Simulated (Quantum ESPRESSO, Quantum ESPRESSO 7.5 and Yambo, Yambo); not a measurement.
**A GW chain in Yambo: CdTe (F-43m)**

Wanted: ground state, empty states, screening and self-energy for CdTe (F-43m).

Calculated with Quantum ESPRESSO 7.5 and Yambo 5.3.0; PBE and many-body steps on it, plane waves.

**Experimental background.**

- Gap 1.32 ± 0.02 eV: direct optical gap from Tauc analysis, 2.5 h deposition; UV-vis diffuse reflectance; film (electrodeposited 2.5 h on FTO, nearly stoichiometric) (“Electrodeposition of CdTe Thin Films for Solar Energy Water Splitting”, 2020, pmc:7177234).

- Gap 1.592 eV: near-band-edge L1 bound-exciton energy extrapolated to 0 K (Varshni), slightly below the true gap; temperature-dependent photoluminescence; 0 K; bulk crystal (vertical Bridgman single crystal) (“Photoluminescence characteristics of Cd1-xMnxTe single crystals grown by the vertical Bridgman method”, 2012, pmc:3275455).

- Gap 1.48 ± 0.02 eV: direct optical gap from Tauc analysis, 1.5 h deposition; UV-vis diffuse reflectance; film (electrodeposited 1.5 h on FTO, Te-rich) (“Electrodeposition of CdTe Thin Films for Solar Energy Water Splitting”, 2020, pmc:7177234).

**1. The starting structure**

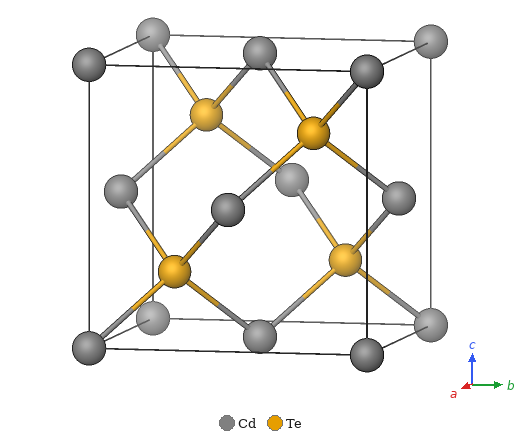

Start, viewed slightly off an axis; cadmium grey, tellurium orange. This picture shows the conventional cell, with its axes. Bonds to atoms that aren't drawn are left out. Some periodic images of atoms are drawn too.

Structure file:

```cif
data_structure
_symmetry_space_group_name_H-M 'F-43m'
_symmetry_Int_Tables_number 216
_cell_length_a 6.4800
_cell_length_b 6.4800
_cell_length_c 6.4800
_cell_angle_alpha 90.000
_cell_angle_beta 90.000
_cell_angle_gamma 90.000
_cell_volume 272.10
loop_
_atom_site_label
_atom_site_type_symbol
_atom_site_symmetry_multiplicity
_atom_site_Wyckoff_symbol
_atom_site_fract_x
_atom_site_fract_y
_atom_site_fract_z
_atom_site_occupancy
Cd1 Cd 4 a 0.00000 0.00000 0.00000 1
Te1 Te 4 d 0.25000 0.25000 0.75000 1
```

The cell and positions come from the Crystallography Open Database and are kept as given unless a step says otherwise.

**2. Ground state**

This step: Quantum ESPRESSO 7.5; DFT, PBE with spin-orbit coupling, plane waves, norm-conserving pseudopotentials.

The ground-state density comes first.

pw.in reads:

```
&control
  calculation = 'scf'
  prefix = 'x'
  outdir = 'o'
  pseudo_dir = 'pseudo'
/
&system
  ibrav = 0
  nat = 2
  ntyp = 2
  ecutwfc = 94.0
  nbnd = 54
  force_symmorphic = .true.
  noncolin = .true.
  lspinorb = .true.
/
&electrons
  conv_thr = 1e-10
  electron_maxstep = 80
  mixing_beta = 0.5
/
ATOMIC_SPECIES
  Cd 112.41 Cd.upf
  Te 127.6 Te.upf
CELL_PARAMETERS angstrom
  0.0000000000 3.2400000000 3.2400000000
  3.2400000000 0.0000000000 3.2400000000
  3.2400000000 3.2400000000 0.0000000000
ATOMIC_POSITIONS crystal
  Cd 0.0000000000 0.0000000000 0.0000000000
  Te 0.2500000000 0.2500000000 0.2500000000
K_POINTS automatic
  6 6 6 0 0 0
```

Command:

```console
$ OMP_NUM_THREADS=1 mpirun -n 4 pw.x -nk 4 -in pw.in > pw.out
```

The log of the run:

```text
Program PWSCF v.7.5 starts

     This program is part of the open-source Quantum ESPRESSO suite
     for quantum simulation of materials; please cite
         "P. Giannozzi et al., J. Phys.:Condens. Matter 21 395502 (2009);
         "P. Giannozzi et al., J. Phys.:Condens. Matter 29 465901 (2017);
         "P. Giannozzi et al., J. Chem. Phys. 152 154105 (2020);
     in publications or presentations arising from this work. More details at
     Message from routine setup:
     using ibrav=0 with symmetry is DISCOURAGED, use correct ibrav instead

     G-vector sticks info

     bravais-lattice index     =            0
     lattice parameter (alat)  =       8.6588  a.u.
     unit-cell volume          =     459.0517 (a.u.)^3
     number of atoms/cell      =            2
     number of atomic types    =            2
     number of electrons       =        44.00
     number of Kohn-Sham states=           54
     kinetic-energy cutoff     =      94.0000  Ry
     charge density cutoff     =     376.0000  Ry
     scf convergence threshold =      1.0E-10
     mixing beta               =       0.5000
     number of iterations used =            8  plain     mixing
     Exchange-correlation= PBE
                           (   1   4   3   4   0   0   0)
     Non magnetic calculation with spin-orbit

     celldm(1)=   8.658823  celldm(2)=   0.000000  celldm(3)=   0.000000
     celldm(4)=   0.000000  celldm(5)=   0.000000  celldm(6)=   0.000000

     crystal axes: (cart. coord. in units of alat)
               a(1) = (   0.000000   0.707107   0.707107 )
               a(2) = (   0.707107   0.000000   0.707107 )
               a(3) = (   0.707107   0.707107   0.000000 )

     reciprocal axes: (cart. coord. in units 2 pi/alat)
               b(1) = ( -0.707107  0.707107  0.707107 )
               b(2) = (  0.707107 -0.707107  0.707107 )
               b(3) = (  0.707107  0.707107 -0.707107 )
     Pseudo is Norm-conserving + core correction, Zval = 20.0
     Generated using ONCVPSP code by D. R. Hamann
     Using radial grid of 1368 points, 10 beta functions with:
     Pseudo is Norm-conserving + core correction, Zval = 24.0
     Generated using ONCVPSP code by D. R. Hamann
     Using radial grid of 1324 points, 10 beta functions with:
     Cd               20.00   112.41000     Cd( 1.00)
     Te               24.00   127.60000     Te( 1.00)

     24 Sym. Ops. (no inversion) found

   Cartesian axes

     site n.     atom                  positions (alat units)
         1        Cd     tau(   1) = (   0.0000000   0.0000000   0.0000000  )
         2        Te     tau(   2) = (   0.3535534   0.3535534   0.3535534  )

     number of k points=    16
                       cart. coord. in units 2pi/alat
        k(    1) = (   0.0000000   0.0000000   0.0000000), wk =   0.0046296
        k(    2) = (   0.1178511   0.1178511  -0.1178511), wk =   0.0370370
        k(    3) = (   0.2357023   0.2357023  -0.2357023), wk =   0.0370370
        k(    4) = (  -0.3535534  -0.3535534   0.3535534), wk =   0.0185185
        k(    5) = (   0.2357023   0.0000000  -0.0000000), wk =   0.0277778
        k(    6) = (   0.3535534   0.1178511  -0.1178511), wk =   0.1111111
        k(    7) = (  -0.2357023  -0.4714045   0.4714045), wk =   0.1111111
        k(    8) = (  -0.1178511  -0.3535534   0.3535534), wk =   0.1111111
        k(    9) = (   0.0000000  -0.2357023   0.2357023), wk =   0.0555556
        k(   10) = (   0.4714045   0.0000000  -0.0000000), wk =   0.0277778
     [... 4 further rows ...]
        k(   15) = (  -0.1178511  -0.3535534   0.5892557), wk =   0.1111111
        k(   16) = (  -0.7071068   0.2357023   0.0000000), wk =   0.0555556

     Dense  grid:    56833 G-vectors     FFT dimensions: (  54,  54,  54)

     Initial potential from superposition of free atoms

     starting charge      43.9995, renormalised to      44.0000
     Starting wfcs are   46 randomized atomic wfcs +    8 random wfcs

     per-process dynamical memory:   126.2 Mb

     Self-consistent Calculation

     iteration #  1     ecut=    94.00 Ry     beta= 0.50

     Threshold (ethr) on eigenvalues was too large:
     Diagonalizing with lowered threshold

     total energy              =    -912.88953186 Ry
     estimated scf accuracy    <       0.05433083 Ry

     iteration #  2     ecut=    94.00 Ry     beta= 0.50

     total energy              =    -912.90228150 Ry
     estimated scf accuracy    <       0.00644141 Ry

     iteration #  3     ecut=    94.00 Ry     beta= 0.50

     total energy              =    -912.90322682 Ry
     estimated scf accuracy    <       0.00076875 Ry

     iteration #  4     ecut=    94.00 Ry     beta= 0.50

     total energy              =    -912.90328675 Ry
     estimated scf accuracy    <       0.00003901 Ry

     iteration #  5     ecut=    94.00 Ry     beta= 0.50

     total energy              =    -912.90329175 Ry
     estimated scf accuracy    <       0.00000214 Ry

     iteration #  6     ecut=    94.00 Ry     beta= 0.50

     total energy              =    -912.90329215 Ry
     estimated scf accuracy    <       0.00000019 Ry

     iteration #  7     ecut=    94.00 Ry     beta= 0.50

     total energy              =    -912.90329219 Ry
     estimated scf accuracy    <       0.00000004 Ry

     iteration #  8     ecut=    94.00 Ry     beta= 0.50

     total energy              =    -912.90329220 Ry
     estimated scf accuracy    <          7.6E-10 Ry

     iteration #  9     ecut=    94.00 Ry     beta= 0.50

     End of self-consistent calculation

          k = 0.0000 0.0000 0.0000 (  7119 PWs)   bands (ev):

  -150.2830-150.2830-107.1008-107.1008 -97.3931 -97.3931 -97.3931 -97.3931
   -93.8252 -93.8252 -58.9303 -58.9303 -53.1100 -53.1100 -53.1100 -53.1100
   -28.5677 -28.5677 -28.5677 -28.5677 -27.1074 -27.1074 -27.1022 -27.1022
   -27.1022 -27.1022  -2.8831  -2.8831  -0.3026  -0.3026  -0.3026  -0.3026
     0.2321   0.2321   0.4466   0.4466   0.4466   0.4466   7.6952   7.6952
     8.5543   8.5543   8.5543   8.5543   9.0582   9.0582  12.6607  12.6607
    13.0081  13.0081  13.0081  13.0081  15.7794  15.7794

          k = 0.1179 0.1179-0.1179 (  7099 PWs)   bands (ev):

  -150.2830-150.2830-107.1008-107.1008 -97.3931 -97.3931 -97.3931 -97.3931
   -93.8252 -93.8252 -58.9303 -58.9303 -53.1101 -53.1101 -53.1100 -53.1100
   -28.5677 -28.5676 -28.5676 -28.5676 -27.1073 -27.1073 -27.1022 -27.1022
   -27.1022 -27.1021  -2.7836  -2.7836  -0.3081  -0.2852  -0.2492  -0.2492
     0.2718   0.2718   0.4445   0.4552   0.4552   0.4733   6.4809   6.4809
     7.7973   7.7973   8.3086   8.3257  10.1516  10.1516  12.9880  12.9880
    13.1449  13.1449  13.3477  13.3558  16.8181  16.8240

          k = 0.2357 0.2357-0.2357 (  7072 PWs)   bands (ev):

  -150.2830-150.2830-107.1008-107.1008 -97.3931 -97.3931 -97.3931 -97.3931
   -93.8252 -93.8252 -58.9303 -58.9303 -53.1101 -53.1101 -53.1100 -53.1100
   -28.5676 -28.5675 -28.5675 -28.5675 -27.1071 -27.1071 -27.1022 -27.1022
   -27.1019 -27.1018  -2.5855  -2.5855  -0.2985  -0.2757  -0.1139  -0.1139
     0.3287   0.3287   0.4724   0.5013   0.5827   0.5827   4.6779   4.6779
     7.3939   7.3939   7.9171   7.9325  10.2139  10.2139  13.4235  13.4235
    13.6076  13.6141  14.5483  14.5483  16.3812  16.3813

          k =-0.3536-0.3536 0.3536 (  7120 PWs)   bands (ev):

     [... further k-points ...]

     highest occupied, lowest unoccupied level (ev):     8.5543    9.0582

!    total energy              =    -912.90329220 Ry
     estimated scf accuracy    <          5.3E-11 Ry

     The total energy is the sum of the following terms:
     one-electron contribution =    -703.09987361 Ry
     hartree contribution      =     340.71395345 Ry
     xc contribution           =    -122.21996363 Ry
     ewald contribution        =    -428.29740841 Ry

     convergence has been achieved in   9 iterations

     XML data file, charge density, pseudopotentials, collected wavefunctions

=------------------------------------------------------------------------------=
   JOB DONE.
=------------------------------------------------------------------------------=
```

Run time: 65 s. Hardware: 4 MPI ranks of Arm Neoverse V2, shared host; peak memory 0.88 GiB.

This step gave:

* total energy: -12420.6820 eV
* gap: 0.5039 eV
* k of the valence top: 0, 0, 0
* k of the conduction bottom: 0, 0, 0
* least direct gap: 0.5039 eV

The gap is direct, at Γ.

**3. Bands along the symmetry lines**

The cheap functional maps the bands first; the places of the edges decide which points the dearer methods must see.

pw.in reads:

```
&control
  calculation = 'bands'
  prefix = 'x'
  outdir = 'o'
  pseudo_dir = 'pseudo'
/
&system
  ibrav = 0
  nat = 2
  ntyp = 2
  ecutwfc = 94.0
  nbnd = 56
  force_symmorphic = .true.
  noncolin = .true.
  lspinorb = .true.
/
&electrons
  conv_thr = 1e-9
  electron_maxstep = 80
  diago_full_acc = .true.
  diago_thr_init = 5e-6
/
ATOMIC_SPECIES
  Cd 112.41 Cd.upf
  Te 127.6 Te.upf
CELL_PARAMETERS angstrom
  0.0000000000 3.2400000000 3.2400000000
  3.2400000000 0.0000000000 3.2400000000
  3.2400000000 3.2400000000 0.0000000000
ATOMIC_POSITIONS crystal
  Cd 0.0000000000 0.0000000000 0.0000000000
  Te 0.2500000000 0.2500000000 0.2500000000
K_POINTS crystal
  50
  0.00000000 0.00000000 0.00000000 1
  -0.06250000 -0.06250000 0.00000000 1
  -0.12500000 -0.12500000 0.00000000 1
  -0.18750000 -0.18750000 0.00000000 1
  -0.25000000 -0.25000000 0.00000000 1
  -0.31250000 -0.31250000 0.00000000 1
  -0.37500000 -0.37500000 0.00000000 1
  -0.43750000 -0.43750000 0.00000000 1
  -0.50000000 -0.50000000 0.00000000 1
  -0.48437500 -0.48437500 0.03125000 1
  -0.46875000 -0.46875000 0.06250000 1
  -0.45312500 -0.45312500 0.09375000 1
  -0.43750000 -0.43750000 0.12500000 1
  -0.42187500 -0.42187500 0.15625000 1
  -0.40625000 -0.40625000 0.18750000 1
  -0.39062500 -0.39062500 0.21875000 1
  -0.37500000 -0.37500000 0.25000000 1
  -0.37500000 0.00000000 0.37500000 1
  -0.32812500 0.00000000 0.32812500 1
  -0.28125000 0.00000000 0.28125000 1
  -0.23437500 0.00000000 0.23437500 1
  -0.18750000 0.00000000 0.18750000 1
  -0.14062500 0.00000000 0.14062500 1
  -0.09375000 0.00000000 0.09375000 1
  -0.04687500 0.00000000 0.04687500 1
  0.00000000 0.00000000 0.00000000 1
  0.00000000 0.00000000 0.06250000 1
  0.00000000 0.00000000 0.12500000 1
  0.00000000 0.00000000 0.18750000 1
  0.00000000 0.00000000 0.25000000 1
  0.00000000 0.00000000 0.31250000 1
  0.00000000 0.00000000 0.37500000 1
  0.00000000 0.00000000 0.43750000 1
  0.00000000 0.00000000 0.50000000 1
  -0.06250000 -0.03125000 0.46875000 1
  -0.12500000 -0.06250000 0.43750000 1
  -0.18750000 -0.09375000 0.40625000 1
  -0.25000000 -0.12500000 0.37500000 1
  -0.31250000 -0.15625000 0.34375000 1
  -0.37500000 -0.18750000 0.31250000 1
  -0.43750000 -0.21875000 0.28125000 1
  -0.50000000 -0.25000000 0.25000000 1
  -0.50000000 -0.28125000 0.21875000 1
  -0.50000000 -0.31250000 0.18750000 1
  -0.50000000 -0.34375000 0.15625000 1
  -0.50000000 -0.37500000 0.12500000 1
  -0.50000000 -0.40625000 0.09375000 1
  -0.50000000 -0.43750000 0.06250000 1
  -0.50000000 -0.46875000 0.03125000 1
  -0.50000000 -0.50000000 0.00000000 1
```

The log of the run:

```text
[banner, memory and clock lines left out]
Program PWSCF v.7.5 starts

     Atomic positions and unit cell read from directory:
     o/x.save/

     Message from routine setup:
     using ibrav=0 with symmetry is DISCOURAGED, use correct ibrav instead

     G-vector sticks info

     bravais-lattice index     =            0
     lattice parameter (alat)  =       8.6588  a.u.
     unit-cell volume          =     459.0517 (a.u.)^3
     number of atoms/cell      =            2
     number of atomic types    =            2
     number of electrons       =        44.00
     number of Kohn-Sham states=           56
     kinetic-energy cutoff     =      94.0000  Ry
     charge density cutoff     =     376.0000  Ry
     Exchange-correlation= PBE
                           (   1   4   3   4   0   0   0)
     Non magnetic calculation with spin-orbit

     celldm(1)=   8.658823  celldm(2)=   0.000000  celldm(3)=   0.000000
     celldm(4)=   0.000000  celldm(5)=   0.000000  celldm(6)=   0.000000

     crystal axes: (cart. coord. in units of alat)
               a(1) = (   0.000000   0.707107   0.707107 )
               a(2) = (   0.707107   0.000000   0.707107 )
               a(3) = (   0.707107   0.707107   0.000000 )

     reciprocal axes: (cart. coord. in units 2 pi/alat)
               b(1) = ( -0.707107  0.707107  0.707107 )
               b(2) = (  0.707107 -0.707107  0.707107 )
               b(3) = (  0.707107  0.707107 -0.707107 )
     Pseudo is Norm-conserving + core correction, Zval = 20.0
     Generated using ONCVPSP code by D. R. Hamann
     Using radial grid of 1368 points, 10 beta functions with:
     Pseudo is Norm-conserving + core correction, Zval = 24.0
     Generated using ONCVPSP code by D. R. Hamann
     Using radial grid of 1324 points, 10 beta functions with:
     Cd               20.00   112.41000     Cd( 1.00)
     Te               24.00   127.60000     Te( 1.00)

     24 Sym. Ops. (no inversion) found

   Cartesian axes

     site n.     atom                  positions (alat units)
         1        Cd     tau(   1) = (   0.0000000   0.0000000   0.0000000  )
         2        Te     tau(   2) = (   0.3535534   0.3535534   0.3535534  )

     number of k points=    50
                       cart. coord. in units 2pi/alat
        k(    1) = (   0.0000000   0.0000000   0.0000000), wk =   0.0200000
        k(    2) = (   0.0000000   0.0000000  -0.0883883), wk =   0.0200000
        k(    3) = (   0.0000000   0.0000000  -0.1767767), wk =   0.0200000
[...]
[... 38 further rows ...]
        k(   49) = (   0.0441942  -0.0000000  -0.7071068), wk =   0.0200000
        k(   50) = (   0.0000000   0.0000000  -0.7071068), wk =   0.0200000

     Dense  grid:    56833 G-vectors     FFT dimensions: (  54,  54,  54)

     The potential is recalculated from file :
     o/x.save/charge-density

     Starting wfcs are   46 randomized atomic wfcs +   10 random wfcs

     Band Structure Calculation

     End of band structure calculation

          k = 0.0000 0.0000 0.0000 (  7119 PWs)   bands (ev):

  -150.2832-150.2832-107.1009-107.1009 -97.3932 -97.3932 -97.3932 -97.3932
   -93.8252 -93.8252 -58.9303 -58.9303 -53.1100 -53.1100 -53.1100 -53.1100
   -28.5678 -28.5678 -28.5678 -28.5678 -27.1075 -27.1075 -27.1023 -27.1023
   -27.1023 -27.1023  -2.8832  -2.8832  -0.3025  -0.3025  -0.3025  -0.3025
[...]
k = 0.0000 0.0000-0.0884 (  7055 PWs)   bands (ev):

  -150.2832-150.2832-107.1009-107.1009 -97.3932 -97.3932 -97.3932 -97.3932
[...]
k = 0.0000 0.0000-0.1768 (  7075 PWs)   bands (ev):

  -150.2832-150.2832-107.1009-107.1009 -97.3932 -97.3932 -97.3932 -97.3932
[...]
k =-0.0000 0.0000-0.2652 (  7055 PWs)   bands (ev):

[...]
k = 0.0000 0.0000-0.3536 (  7059 PWs)   bands (ev):

[...]
k = 0.0000-0.0000-0.4419 (  7059 PWs)   bands (ev):

[...]
k =-0.0000 0.0000-0.5303 (  7055 PWs)   bands (ev):

[...]
k = 0.0000-0.0000-0.6187 (  7071 PWs)   bands (ev):

[...]
k = 0.5303-0.0000-0.5303 (  7030 PWs)   bands (ev):

[...]
k = 0.0000 0.0000 0.0000 (  7119 PWs)   bands (ev):

[...]
k = 0.1326 0.0000-0.7071 (  7056 PWs)   bands (ev):

[...]
k = 0.0884-0.0000-0.7071 (  7054 PWs)   bands (ev):

[...]
k = 0.0442-0.0000-0.7071 (  7066 PWs)   bands (ev):

  -150.2832-150.2832-107.1009-107.1009 -97.3932 -97.3932 -97.3932 -97.3932
[...]
k = 0.0000 0.0000-0.7071 (  7078 PWs)   bands (ev):

  -150.2832-150.2832-107.1009-107.1009 -97.3932 -97.3932 -97.3932 -97.3932
[...]
6.2335   6.2335   6.5768   6.5768  10.8918  10.8918  10.9604  10.9604
    16.9262  16.9262  17.4628  17.4628  17.5681  17.5681  19.2127  19.2128

     XML data file, pseudopotentials, collected wavefunctions
```

It took 54 s on 4 MPI ranks; peak memory 0.58 GiB.

This step gave:

```
gap                        : 0.5040 eV
k of the valence top       : 0, 0, 0
k of the conduction bottom : 0, 0, 0
least direct gap           : 0.5040 eV
```

The gap is 0.504 eV, as in the run before at this level.

Electronic bands along the path, in eV, zero at the top of the highest filled band:

```csv
point,band 41,band 42,band 43,band 44,band 45,band 46,band 47,band 48
Γ,0.00,0.00,0.00,0.00,0.50,0.50,4.11,4.11
X,-2.32,-2.32,-1.98,-1.98,2.34,2.34,2.41,2.41
U,-3.01,-2.72,-1.82,-1.79,2.61,2.65,4.15,4.34
jump to K,-3.01,-2.72,-1.82,-1.79,2.61,2.65,4.15,4.34
Γ,0.00,0.00,0.00,0.00,0.50,0.50,4.11,4.11
L,-1.33,-1.33,-0.80,-0.80,1.55,1.55,4.85,4.85
W,-2.90,-2.44,-2.43,-2.41,3.76,4.16,4.40,4.46
X,-2.32,-2.32,-1.98,-1.98,2.34,2.34,2.41,2.41
```

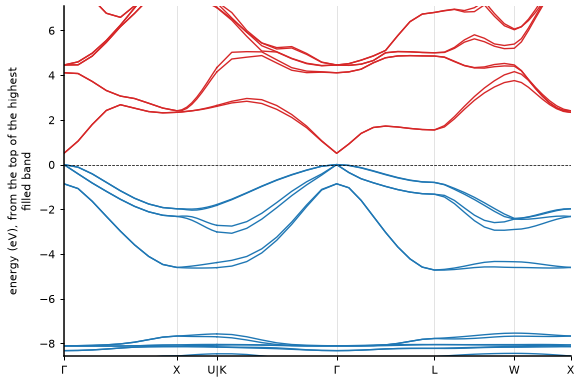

Electronic bands along the path; lines of filled and empty bands in two colours.

(Part 1 of 3 ends here.)

[Paths, hosts, dates, memory and timing lines, banners, echoed tables and standing remarks are left out of the program output.]

[Logs are printed without paths, hosts, clocks, repeated set-up lines and the standing remarks that a program may print on its own settings, such as how far it seeks lower states.]

[Runs of the session that timed out or met a known fault of the program may be left out.]

[Hosts, paths, dates, database ids (printed as entryN), source tags and the programs' standing remarks are cut or masked in the printed files.]
